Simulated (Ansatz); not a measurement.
## Hypothetical rock salt BN: response to strain

Base system: BN in the rock salt structure (space group Fm-3m, No. 225; a = 3.4827 Å; a hypothetical phase, not in the database extracts checked).

Strains are applied to the cell and any free atomic positions relax.

Level of theory: Ansatz (a program for electronic structure) PBEsol, no spin-orbit coupling.

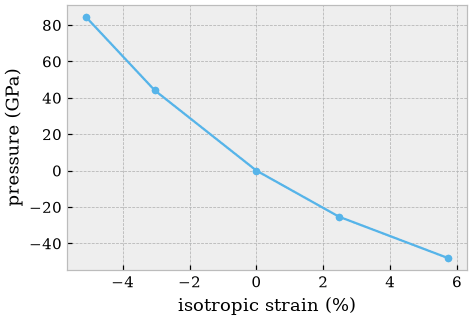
*Pressure against isotropic strain*

| isotropic strain (%) | pressure |
|---|---|
| -5.11 | 84.65 GPa |
| -3.04 | 44.09 GPa |
| 2.47 | -25.34 GPa |
| 5.74 | -48.13 GPa |

Stability against distortions was not tested.
